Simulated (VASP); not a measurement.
**Li: surface energy and work function by face**

How do surface energy, work function and relaxation of Li depend on the face?

Main program and level: VASP 6.6.1; PBE; plane waves and PAW (Li).

## (1) The structure

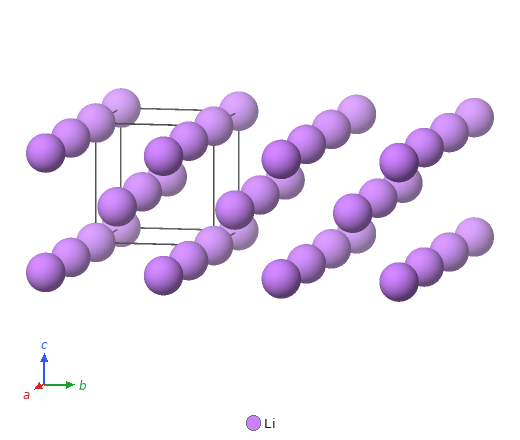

The starting structure, seen slightly off an axis (lithium purple). 3×3×1 cells are drawn. This picture shows the conventional cell, with its axes. Some periodic images of atoms are drawn too.

Structure file:

```xyz
1
Lattice="-1.7450 1.7450 1.7450 1.7450 -1.7450 1.7450 1.7450 1.7450 -1.7450" Properties=species:S:1:pos:R:3 pbc="T T T"
Li    0.0000    0.0000    0.0000
```

## (2) The bulk reference, job relaxation, k-mesh 15×15×15

The bulk crystal is relaxed first, so that the slabs are cut at this functional's lattice.

Input file INCAR:

```
SYSTEM = Li
PREC = Accurate
ENCUT = 420
EDIFF = 1E-06
NELM = 120
ISMEAR = 1
SIGMA = 0.15
LREAL = .FALSE.
ALGO = Normal
GGA = PE
NBANDS = 6
LORBIT = 11
LWAVE = .FALSE.
LCHARG = .FALSE.
KPAR = 4
LASPH = .TRUE.
IBRION = 2
NSW = 30
ISIF = 3
EDIFFG = -0.01
POTIM = 0.4
```

Input file POSCAR:

```
Li
1.0
   -1.7450000000      1.7450000000      1.7450000000
    1.7450000000     -1.7450000000      1.7450000000
    1.7450000000      1.7450000000     -1.7450000000
Li
1
Direct
    0.0000000000      0.0000000000      0.0000000000
```

Input file KPOINTS:

```
Automatic mesh
0
Gamma
15 15 15
0 0 0
```

PAW data sets: Li (PBE family, release 64).

Launch:

```console
mpirun -np 4 vasp_std
```

What it wrote:

```text
[banner, memory and clock lines left out]
running    4 mpi-ranks, on    1 nodes
 distrk:  each k-point on    1 cores,    4 groups
 distr:  one band on    1 cores,    1 groups

 POSCAR found type information on POSCAR Li
 POSCAR found :  1 types and       1 ions
 LDA part: xc-table for (Slater+PW92), standard interpolation
 POSCAR, INCAR and KPOINTS ok, starting setup
 FFT: planning ... GRIDC
 FFT: planning ... GRID_SOFT
 FFT: planning ... GRID
 WAVECAR not read
 entering main loop
       N       E                     dE             d eps       ncg     rms          rms(c)
DAV:   1    -0.176228182739E+01   -0.17623E+01   -0.13151E+02  1482   0.423E+01
DAV:   2    -0.189706275130E+01   -0.13478E+00   -0.11959E+00  1956   0.403E+00
DAV:   3    -0.189770334430E+01   -0.64059E-03   -0.64046E-03  1608   0.258E-01
DAV:   4    -0.189770412990E+01   -0.78559E-06   -0.78561E-06  1926   0.867E-03
DAV:   5    -0.189770413304E+01   -0.31451E-08   -0.31048E-08  1632   0.374E-04    0.130E-01
DAV:   6    -0.189695932044E+01    0.74481E-03   -0.39459E-05  1572   0.194E-02    0.854E-02
DAV:   7    -0.189647267700E+01    0.48664E-03   -0.11472E-04  1476   0.349E-02    0.414E-03
DAV:   8    -0.189645623437E+01    0.16443E-04   -0.12389E-06  1668   0.404E-03    0.183E-03
DAV:   9    -0.189645220255E+01    0.40318E-05   -0.44757E-07  1446   0.235E-03    0.109E-04
DAV:  10    -0.189645221763E+01   -0.15085E-07   -0.63191E-10   738   0.904E-05
   1 F= -.18964522E+01 E0= -.18963855E+01  d E =-.189645E+01
 curvature:   0.00 expect dE= 0.000E+00 dE for cont linesearch  0.000E+00
 trial: gam= 0.00000 g(F)=  0.297E-67 g(S)=  0.661E-03 ort = 0.000E+00 (trialstep = 0.100E+01)
 search vector abs. value=  0.661E-03
 bond charge predicted
       N       E                     dE             d eps       ncg     rms          rms(c)
DAV:   1    -0.189705048974E+01   -0.59829E-03   -0.22672E-04  1476   0.516E-02    0.254E-03
DAV:   2    -0.189705050732E+01   -0.17587E-07   -0.19907E-06  1632   0.799E-03
   2 F= -.18970505E+01 E0= -.18969853E+01  d E =-.598290E-03
[...]
3 F= -.18980666E+01 E0= -.18980054E+01  d E =-.161434E-02
 curvature:  -2.37 expect dE=-0.671E-04 dE for cont linesearch -0.671E-04
 ZBRENT: extrapolating
 opt :   5.0383  next Energy=    -1.898138 (dE=-0.169E-02)
 bond charge predicted
       N       E                     dE             d eps       ncg     rms          rms(c)
DAV:   1    -0.189813554238E+01   -0.68334E-04   -0.25032E-04  1476   0.548E-02    0.250E-03
DAV:   2    -0.189813567850E+01   -0.13612E-06   -0.21681E-06  1614   0.841E-03
   4 F= -.18981357E+01 E0= -.18980758E+01  d E =-.168346E-02
 curvature:  -2.51 expect dE=-0.140E-06 dE for cont linesearch -0.140E-06
 trial: gam= 0.00000 g(F)=  0.179E-65 g(S)=  0.559E-07 ort =-0.608E-05 (trialstep = 0.181E+01)
 search vector abs. value=  0.560E-07
 reached required accuracy - stopping structural energy minimisation
```

It took 7.6 s on 4 MPI ranks of AMD EPYC 7R13 (Zen 3), shared host; peak memory 0.39 GiB; 27 s of CPU time.

The logs omit lines about the potential files and the build; timing stands in the text.

OUTCAR, selected parts (step 2):

```text
ion  position               nearest neighbor table
   1  0.000  0.000  0.000-

  LATTYP: Found a body centered cubic cell.
 ALAT       =     3.4900000000

 Subroutine GETGRP returns: Found 48 space group operations
 (whereof 48 operations were pure point group operations)

The static configuration has the point symmetry O_h .

 Found    120 irreducible k-points:

   k-points           NKPTS =    120   k-points in BZ     NKDIM =    120   number of bands    NBANDS=      6

   dimension x,y,z NGX =    20 NGY =   20 NGZ =   20
   dimension x,y,z NGXF=    40 NGYF=   40 NGZF=   40

   ENCUT  =  420.0 eV  30.87 Ry    5.56 a.u.   5.05  5.05  5.05*2*pi/ulx,y,z

   NELECT =       1.0000    total number of electrons

 k-points in reciprocal lattice and weights: Automatic mesh
   0.00000000  0.00000000  0.00000000       0.000
   0.06666667  0.00000000  0.00000000       0.004
   0.13333333  0.00000000  0.00000000       0.004
   0.20000000  0.00000000  0.00000000       0.004
   0.26666667  0.00000000  0.00000000       0.004
   0.33333333  0.00000000  0.00000000       0.004
   0.40000000  0.00000000  0.00000000       0.004
   0.46666667  0.00000000  0.00000000       0.004
   0.06666667  0.06666667  0.00000000       0.007
[...]
-0.46666667 -0.46666667  0.40000000       0.002
  -0.46666667  0.46666667  0.46666667       0.002

 average (electrostatic) potential at core
       1 -30.5677

 E-fermi :   0.4382

 k-point     1 :       0.0000    0.0000    0.0000
  band No.  band energies     occupation
      1      -3.1803      2.00000
      2      15.0504      0.00000
      3      15.0504      0.00000
      4      15.0504      0.00000
      5      19.7447      0.00000
      6      19.7447      0.00000

 k-point     2 :       0.0667    0.0000    0.0000
  band No.  band energies     occupation
      1      -3.0957      2.00000
      2      14.4588      0.00000
      3      14.6157      0.00000
      4      14.8979      0.00000
      5      18.4915      0.00000
      6      18.6844      0.00000

 k-point     3 :       0.1333    0.0000    0.0000
  band No.  band energies     occupation
      1      -2.8419      2.00000
      2      12.7866      0.00000
      3      13.7256      0.00000
      4      14.4715      0.00000
      5      17.3841      0.00000
      6      17.5022      0.00000

  Total        0.0006949      0.0006949      0.0006949     -0.0000000     -0.0000000      0.0000000
  in kB        0.0547581      0.0547581      0.0547581     -0.0000000     -0.0000000      0.0000000
  external PRESSURE =       0.0547581 kB  Pullay stress =       0.0000000 kB

  energy-cutoff  :      420.00
  volume of cell :       20.33
      direct lattice vectors                 reciprocal lattice vectors
    -1.719361954  1.719361954  1.719361954     0.000000000  0.290805551  0.290805551
     1.719361954 -1.719361954  1.719361954     0.290805551  0.000000000  0.290805551
     1.719361954  1.719361954 -1.719361954     0.290805551  0.290805551  0.000000000

 POSITION                                       TOTAL-FORCE (eV/Angst)
 -----------------------------------------------------------------------------------
      1.71936      1.71936     -1.71936        -0.000000      0.000000     -0.000000
 -----------------------------------------------------------------------------------
    total drift:                               -0.000000     -0.000000      0.000000

  FREE ENERGIE OF THE ION-ELECTRON SYSTEM (eV)
  ---------------------------------------------------
  free  energy   TOTEN  =        -1.8981356785 eV

  energy  without entropy=       -1.8979561618  energy(sigma->0) =       -1.89807584

 reached required accuracy - stopping structural energy minimisation

 total charge
# of ion       s       p       d       tot
------------------------------------------
    1        0.115   0.100   0.000   0.215

[... 3 further parts left out ...]
```

This run has no spin polarisation. Its electron count is odd, so without a moment it is a metal by construction. The run keeps the 48 symmetry operations of its start, so it cannot find a distortion of lower symmetry.

The steps of the relaxation:

| step | energy less that of the first step (eV) | largest force (eV/Å) | pressure (GPa) | volume (Å³) |
| --- | --- | --- | --- | --- |
| 1 | 0.0000 | 0.0000 | -0.57 | 21.25 |
| 2 | -0.0006 | 0.0000 | -0.46 | 21.07 |
| 3 | -0.0016 | 0.0000 | -0.12 | 20.52 |
| 4 | -0.0017 | 0.0000 | 0.01 | 20.33 |

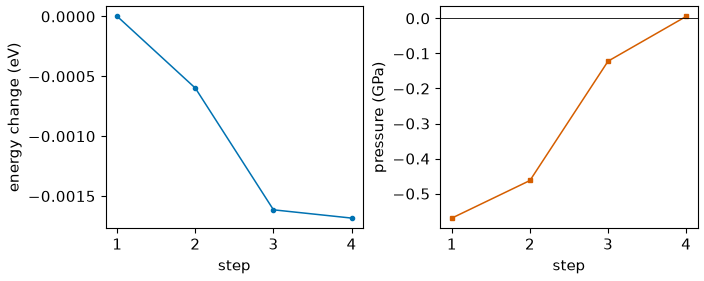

Energy and pressure along the relaxation.

```
conventional cell, symmetrised  before  after  change
                         a (Å)   3.490  3.439  -1.5 %
                         b (Å)   3.490  3.439  -1.5 %
                         c (Å)   3.490  3.439  -1.5 %
              volume (Å³/atom)   21.25  20.33  -4.3 %
```

The relaxed structure:

```xyz
1
Lattice="-1.7194 1.7194 1.7194 1.7194 -1.7194 1.7194 1.7194 1.7194 -1.7194" Properties=species:S:1:pos:R:3 pbc="T T T"
Li    0.0000    0.0000    0.0000
```

Numbers from this step:

```
electronic steps        : 17
electrons               : 1
free energy (TOTEN)     : -1.898 eV
energy at zero smearing : -1.898 eV
Fermi energy            : 0.4382 eV
metallic                : yes
```

The run ended after 4 ionic steps, 0.002 eV below its first step, once forces and stress met EDIFFG = -0.01.

Energy at zero smearing: -1.89808 eV.

## (3) The bulk reference, job self-consistent run, k-mesh 19×19×19

Input file INCAR:

```
SYSTEM = Li
PREC = Normal
ENCUT = 320
EDIFF = 1E-06
NELM = 120
ISMEAR = 1
SIGMA = 0.15
LREAL = .FALSE.
ALGO = Fast
GGA = PE
NBANDS = 6
LORBIT = 11
LWAVE = .FALSE.
LCHARG = .FALSE.
KPAR = 4
LASPH = .TRUE.
```

Input file POSCAR:

```
Li
1.0
   -1.7193619544      1.7193619544      1.7193619544
    1.7193619544     -1.7193619544      1.7193619544
    1.7193619544      1.7193619544     -1.7193619544
Li
1
Direct
    0.0000000000      0.0000000000      0.0000000000
```

Input file KPOINTS:

```
Automatic mesh
0
Gamma
19 19 19
0 0 0
```

Launch:

```console
mpirun -np 4 vasp_std
```

What it wrote:

```text
[... set-up lines as in an earlier step ...]
 entering main loop
       N       E                     dE             d eps       ncg     rms          rms(c)
DAV:   1    -0.181425220189E+01   -0.18143E+01   -0.12611E+02  3114   0.321E+01
DAV:   2    -0.189986608575E+01   -0.85614E-01   -0.84621E-01  3480   0.355E+00
DAV:   3    -0.190009815478E+01   -0.23207E-03   -0.23139E-03  2916   0.170E-01
DAV:   4    -0.190009850862E+01   -0.35385E-06   -0.35392E-06  3492   0.511E-03
DAV:   5    -0.190009851021E+01   -0.15889E-08   -0.15265E-08  2838   0.213E-04    0.136E-01
RMM:   6    -0.189911512175E+01    0.98339E-03   -0.38386E-05  2640   0.211E-02    0.889E-02
RMM:   7    -0.189848654775E+01    0.62857E-03   -0.15266E-04  3073   0.421E-02    0.425E-03
RMM:   8    -0.189846799952E+01    0.18548E-04   -0.24592E-06  2769   0.747E-03    0.206E-03
RMM:   9    -0.189846212085E+01    0.58787E-05   -0.61854E-07  2585   0.393E-03    0.137E-04
RMM:  10    -0.189846213097E+01   -0.10124E-07   -0.11404E-07  1364   0.140E-03
   1 F= -.18984621E+01 E0= -.18983012E+01  d E =-.482665E-03
```

Wall time 4.2 s (4 MPI ranks); peak memory 0.32 GiB; 12 s of CPU time.

OUTCAR, selected parts (step 3):

```text
  LATTYP: Found a body centered cubic cell.
 ALAT       =     3.4387239088

The static configuration has the point symmetry O_h .

 Found    220 irreducible k-points:

   k-points           NKPTS =    220   k-points in BZ     NKDIM =    220   number of bands    NBANDS=      6

   dimension x,y,z NGX =    14 NGY =   14 NGZ =   14
   dimension x,y,z NGXF=    28 NGYF=   28 NGZF=   28

   ENCUT  =  320.0 eV  23.52 Ry    4.85 a.u.   4.34  4.34  4.34*2*pi/ulx,y,z

   NELECT =       1.0000    total number of electrons

 E-fermi :   0.4083

 k-point     1 :       0.0000    0.0000    0.0000
  band No.  band energies     occupation
      1      -3.1801      2.00000
      2      15.0512      0.00000
      3      15.0512      0.00000
      4      15.0512      0.00000
      5      19.7454      0.00000
      6      19.7454      0.00000

 k-point     2 :       0.0526    0.0000    0.0000
  band No.  band energies     occupation
      1      -3.1274      2.00000
      2      14.6844      0.00000
      3      14.7672      0.00000
      4      14.9556      0.00000
      5      18.8201      0.00000
      6      18.9710      0.00000

  Total        0.0030452      0.0030452      0.0030452      0.0000000     -0.0000000      0.0000000
  in kB        0.2399779      0.2399779      0.2399779      0.0000000     -0.0000000      0.0000000
  external PRESSURE =       0.2399779 kB  Pullay stress =       0.0000000 kB

  energy-cutoff  :      320.00
  volume of cell :       20.33
      direct lattice vectors                 reciprocal lattice vectors
    -1.719361954  1.719361954  1.719361954     0.000000000  0.290805551  0.290805551
     1.719361954 -1.719361954  1.719361954     0.290805551  0.000000000  0.290805551
     1.719361954  1.719361954 -1.719361954     0.290805551  0.290805551  0.000000000

 POSITION                                       TOTAL-FORCE (eV/Angst)
 -----------------------------------------------------------------------------------
      0.00000      0.00000      0.00000        -0.000000      0.000000     -0.000000
 -----------------------------------------------------------------------------------
    total drift:                               -0.000000      0.000000      0.000000

  FREE ENERGIE OF THE ION-ELECTRON SYSTEM (eV)
  ---------------------------------------------------
  free  energy   TOTEN  =        -1.8984621310 eV

  energy  without entropy=       -1.8979794663  energy(sigma->0) =       -1.89830124

[... 3 parts as in an earlier step ...]

[... 6 further parts left out ...]
```

This step gave:

| Item | Value |
| --- | --- |
| electronic steps | 10 |
| Fermi energy | 0.4083 eV |

Energy at zero smearing: -1.89830 eV.

The run ends at a pressure of 0.02 GPa.

(Part 1 of 4 ends here.)

[Lines on the potential files, build, host, timing and source positions are cut from VASP's logs without a mark.]

[Logs are printed without paths, hosts, clocks, repeated set-up lines and the standing remarks that a program may print on its own settings, such as how far it seeks lower states.]

[Hosts, paths, dates, database ids (printed as entryN), source tags and the programs' standing remarks are cut or masked in the printed files.]

[Runs that stopped without an error message from VASP are left out.]
